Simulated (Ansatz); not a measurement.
Run report: ZrN4H9F, geometry relaxation (part 2 of 2)

ZrN4H9F; RKS PBE/def2-SVP (Ansatz 0.2.0). The input holds or restrains some coordinates. Forces given for the steps count only the free coordinates. It belongs to a series of runs on one base structure; here: pulled along the bonds that form and break, towards end A.

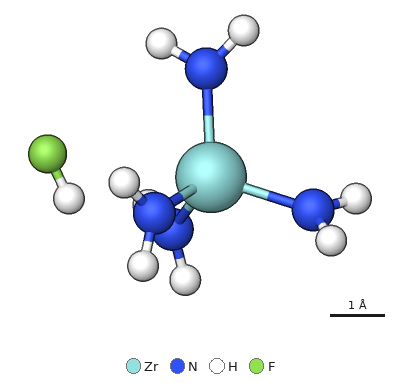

The geometry at step 12 of the log (ball-and-stick view, seen at a tilt).

### Output, continued
```
Atom 8 at    -1.668543     1.911237    -1.164894 Å, force     0.032302     0.018727     0.017253 eV/Å
Atom 9 at    -0.331606     2.709001    -0.580329 Å, force    -0.020196    -0.036267    -0.020331 eV/Å
Atom 10 at    -0.947696    -1.612799    -0.649015 Å, force     0.007377    -0.016545    -0.047782 eV/Å
Atom 11 at    -1.915021    -1.706848    -0.306196 Å, force     0.015317    -0.003244     0.007507 eV/Å
Atom 12 at    -0.722609    -2.402178    -1.263389 Å, force    -0.006130     0.032949     0.031356 eV/Å
Atom 13 at    -2.835227    -0.244320     1.283456 Å, force    -0.351520    -0.037870    -0.352458 eV/Å
Atom 14 at    -2.126483    -0.129625     1.892711 Å, force     0.911597     0.057920     0.367796 eV/Å
Dipole moment:     0.334732     0.093065     0.081254 e Å
```

### Trajectory as extended XYZ (Å, eV, eV/Å), 7 of the 23 frames kept, from step=1 to step=23
```
15
Properties=species:S:1:pos:R:3:forces:R:3 step=1 energy=-10088.11854
Zr    0.0000    0.0000    0.0000   -1.8745  -0.2078  -0.5427
N     0.0000    0.0000    2.5600   -1.7592  -0.9079  -2.7833
H    -0.8770   -0.2713    3.0900    1.8505  -0.2589   1.2932
H     0.8770    0.2713    3.0900   -1.7883   0.1463  -0.2612
N     2.0840    0.0000   -0.7359   -1.8638   0.1254   0.8113
H     2.5823   -0.9180   -0.9166   -0.0877   1.5881   0.0067
H     2.5853    0.9180   -0.9082   -0.0256  -1.6033  -0.0342
N    -1.0409    1.8034   -0.7359    1.7023  -1.1782   0.3461
H    -2.0610    1.7482   -1.0186    1.4542   0.6043   0.4249
H    -0.5204    2.7241   -0.8065   -1.2100  -0.9031  -0.3081
N    -1.0409   -1.8034   -0.7359    1.6772   1.1983   0.1648
H    -1.5759   -2.4197   -0.0595    0.4278   0.6854  -1.4293
H    -1.0055   -2.0526   -1.7656   -0.2511  -0.2733   1.5044
F    -2.1637    0.0069    0.7189    1.6817  -0.3866   3.6163
H    -1.4250    0.0045    1.9368    0.0662   1.3714  -2.8087
15
Properties=species:S:1:pos:R:3:forces:R:3 step=5 energy=-10091.10498
Zr    0.1825   -0.0265    0.0609   -1.8195   0.0132   0.3466
N     0.1862   -0.0583    2.2769   -1.6009  -0.2494   0.4063
H    -0.6690   -0.2448    2.9349    1.4352   0.1734  -1.3639
H     0.8639    0.2626    3.0006   -0.0263  -0.0558  -0.7067
N     2.0776    0.0115   -0.6921   -0.2610   0.0412   0.2675
H     2.5878   -0.8521   -0.9277    0.1301   0.3254  -0.0918
H     2.6023    0.8646   -0.9235    0.1910  -0.2699  -0.1007
N    -0.8932    1.6693   -0.6872    0.2399  -0.3261   0.0981
H    -1.9059    1.7028   -0.9557    0.8303  -0.2128   0.2779
H    -0.5417    2.6441   -0.7919   -0.0947  -0.5126   0.1398
N    -0.8806   -1.6996   -0.6675    0.2453   0.0810   0.1902
H    -1.5130   -2.3216   -0.1138    0.4322   0.5294  -0.2997
H    -0.9701   -2.0079   -1.6608    0.1943   0.2795   0.5842
F    -2.7347   -0.0117    1.1684   -0.5070  -0.2059  -0.3390
H    -1.9739    0.0790    1.6915    0.6112   0.3894   0.5912
15
Properties=species:S:1:pos:R:3:forces:R:3 step=8 energy=-10091.72607
Zr    0.0725   -0.1318    0.0101    0.1657   0.2293   1.1367
N     0.0951   -0.1464    2.1838   -0.4560   0.1504  -0.7433
H    -0.5998   -0.5552    2.8361    0.2765   0.0552  -0.2828
H     0.8008    0.3339    2.7612   -0.0809  -0.0898  -0.1027
N     2.0175    0.0637   -0.6329    0.0363  -0.2062  -0.0607
H     2.6423   -0.7302   -0.8545   -0.1597   0.1851   0.1023
H     2.5052    0.9240   -0.9142   -0.0584  -0.0435  -0.0059
N    -0.8672    1.5783   -0.6578   -0.1482   0.0366  -0.0589
H    -1.8280    1.6082   -1.0296    0.1489  -0.0129   0.0019
H    -0.5398    2.5524   -0.5940   -0.0106  -0.1035   0.0806
N    -0.8308   -1.8038   -0.7230   -0.1871  -0.1654  -0.1933
H    -1.5574   -2.3229   -0.2081    0.0552   0.0502  -0.0902
H    -0.7785   -2.1843   -1.6803    0.0451   0.0136   0.2070
F    -2.7402    0.1851    1.4552   -0.1664  -0.1972  -0.1070
H    -1.9734    0.6404    1.7612    0.5396   0.0981   0.1163
15
Properties=species:S:1:pos:R:3:forces:R:3 step=12 energy=-10091.89205
Zr    0.0587   -0.0922    0.0097   -0.1629   0.0863   1.0699
N     0.1003   -0.0779    2.1854   -0.4369   0.0033  -0.9329
H    -0.3763   -0.7469    2.8104    0.1131   0.0772  -0.1294
H     0.7712    0.4440    2.7618   -0.0036   0.0271  -0.0202
N     1.9756    0.0373   -0.7006    0.2803  -0.2027  -0.0206
H     2.6939   -0.6992   -0.5615   -0.2481   0.3276  -0.0089
H     2.4067    0.8175   -1.2153   -0.0547  -0.1641   0.0195
N    -0.8424    1.6265   -0.6625    0.0305   0.1578   0.0253
H    -1.6897    1.6802   -1.2436    0.0866   0.0119   0.0113
H    -0.6377    2.5800   -0.3238   -0.0593  -0.1708  -0.0324
N    -0.8780   -1.7452   -0.7428   -0.0079  -0.2293  -0.1989
H    -1.7777   -2.0710   -0.3543    0.1006   0.0802  -0.1021
H    -0.5973   -2.3886   -1.5018   -0.0847   0.1653   0.2835
F    -2.7648    0.0898    1.4523   -0.2174  -0.2144  -0.2036
H    -2.0244    0.5572    1.7996    0.6644   0.0446   0.2395
15
Properties=species:S:1:pos:R:3:forces:R:3 step=16 energy=-10091.99150 accepted=F
Zr    0.0121    0.0029    0.0315   -0.0410   0.0869   0.8317
N     0.1199   -0.0460    2.2066   -0.3365   0.0568  -0.4246
H     0.1685   -0.9227    2.7689   -0.0177   0.5887  -0.2412
H     0.4998    0.7370    2.7862   -0.2602  -0.6117  -0.3090
N     1.9281   -0.0440   -0.6908   -0.0071  -0.0545   0.0047
H     2.6848   -0.6305   -0.3170   -0.0010   0.0239   0.0112
H     2.3226    0.5471   -1.4311   -0.0115   0.0006   0.0040
N    -0.7794    1.7428   -0.7162    0.0191   0.0081   0.0353
H    -1.5571    1.8315   -1.3822    0.0009  -0.0019   0.0376
H    -0.5708    2.6858   -0.3589    0.0103  -0.0443  -0.0389
N    -0.9262   -1.6566   -0.7042   -0.0583  -0.1294  -0.0369
H    -1.9251   -1.8131   -0.4946    0.1336   0.0304   0.0117
H    -0.5894   -2.4196   -1.3054   -0.0588   0.1064   0.0688
F    -2.8643   -0.0806    1.3808    0.2811   0.0138   0.0340
H    -2.1055    0.0774    1.9393    0.3471  -0.0738   0.0116
15
Properties=species:S:1:pos:R:3:forces:R:3 step=19 energy=-10092.02194
Zr    0.0494    0.0333    0.0131   -0.0966  -0.0611   0.9557
N     0.1009   -0.0428    2.1908   -0.4891   0.0557  -0.9155
H     0.1640   -0.9114    2.7390    0.0084   0.0457  -0.0394
H     0.3865    0.7269    2.8119   -0.0474  -0.0557  -0.0366
N     1.9596   -0.0379   -0.7156    0.0233  -0.0362   0.0117
H     2.7278   -0.5810   -0.3039    0.0311  -0.0041   0.0005
H     2.3434    0.5212   -1.4852    0.0073   0.0125  -0.0161
N    -0.7512    1.7684   -0.7298   -0.0435   0.0108   0.0079
H    -1.6013    1.8692   -1.2978    0.0112   0.0133   0.0247
H    -0.4370    2.7126   -0.4695    0.0090  -0.0009  -0.0202
N    -0.9418   -1.6207   -0.6467    0.0384  -0.0287  -0.0686
H    -1.9078   -1.7292   -0.3061   -0.0141   0.0030   0.0043
H    -0.7092   -2.3963   -1.2757   -0.0114   0.0270   0.0392
F    -2.8431   -0.2234    1.2993   -0.2633  -0.0604  -0.3105
H    -2.1220   -0.0775    1.8891    0.8365   0.0791   0.3631
15
Properties=species:S:1:pos:R:3:forces:R:3 step=23 energy=-10092.02878
Zr    0.0585    0.0381    0.0009   -0.0579  -0.0724   0.9805
N     0.0972   -0.0381    2.1783   -0.5194   0.0106  -0.9668
H     0.2377   -0.9077    2.7095   -0.0104   0.0306  -0.0154
H     0.2485    0.7438    2.8273    0.0167  -0.0068  -0.0114
N     1.9768   -0.0529   -0.7130    0.0278   0.0088  -0.0242
H     2.7679   -0.5321   -0.2653   -0.0039   0.0138  -0.0163
H     2.3375    0.4549   -1.5310   -0.0169  -0.0264   0.0420
N    -0.7586    1.7809   -0.7059   -0.0248   0.0261   0.0084
H    -1.6685    1.9112   -1.1649    0.0323   0.0187   0.0173
H    -0.3316    2.7090   -0.5803   -0.0202  -0.0363  -0.0203
N    -0.9477   -1.6128   -0.6490    0.0074  -0.0165  -0.0478
H    -1.9150   -1.7068   -0.3062    0.0153  -0.0032   0.0075
H    -0.7226   -2.4022   -1.2634   -0.0061   0.0329   0.0314
F    -2.8352   -0.2443    1.2835   -0.3515  -0.0379  -0.3525
H    -2.1265   -0.1296    1.8927    0.9116   0.0579   0.3678
```

This output came from the following input.

### The input
```yaml
crystal:
  periodic: [false, false, false]
  atoms:
    - { symbol: Zr, position_ang: [0.0, 0.0, 0.0] }
    - { symbol: "N", position_ang: [0.0, 0.0, 2.56] }
    - { symbol: H, position_ang: [-0.877, -0.2713, 3.09] }
    - { symbol: H, position_ang: [0.877, 0.2713, 3.09] }
    - { symbol: "N", position_ang: [2.084, 0.0, -0.7359] }
    - { symbol: H, position_ang: [2.5823, -0.918, -0.9166] }
    - { symbol: H, position_ang: [2.5853, 0.918, -0.9082] }
    - { symbol: "N", position_ang: [-1.0409, 1.8034, -0.7359] }
    - { symbol: H, position_ang: [-2.061, 1.7482, -1.0186] }
    - { symbol: H, position_ang: [-0.5204, 2.7241, -0.8065] }
    - { symbol: "N", position_ang: [-1.0409, -1.8034, -0.7359] }
    - { symbol: H, position_ang: [-1.5759, -2.4197, -0.0595] }
    - { symbol: H, position_ang: [-1.0055, -2.0526, -1.7656] }
    - { symbol: F, position_ang: [-2.1637, 0.0069, 0.7189] }
    - { symbol: H, position_ang: [-1.425, 0.0045, 1.9368] }
basis:
  gaussian: { orbitals: def2-SVP }
hamiltonian:
  xc: pbe
relax:
  f_tol: 0.15
  max_steps: 25
  restrain:
    - { distance: [0, 13], at: 3.18, k: 30.0 }
    - { distance: [14, 1], at: 2.26, k: 30.0 }
    - { distance: [0, 1], at: 2.21, k: 30.0 }
    - { distance: [14, 13], at: 0.92, k: 30.0 }
```

Run as:
```bash
ansatz run input.yaml --threads 4 --pin off --max-ram 5120MiB --backend cpu --events-out ev --progress --plain --runs-dir out
```

### Key numbers

- outcome: converged under the restraints of the input
- total energy: −10092.0289 eV
- mean-field energy: −10092.0289 eV
- largest force (length of the vector) at the end, held atoms and coordinates included: 1.098 eV/Å
- hardware: 4 threads of Arm Neoverse V2, 24 GiB of memory available, shared host
- wall time: 57 s (CPU time 3.5 min)
- peak memory: 0.21 GiB
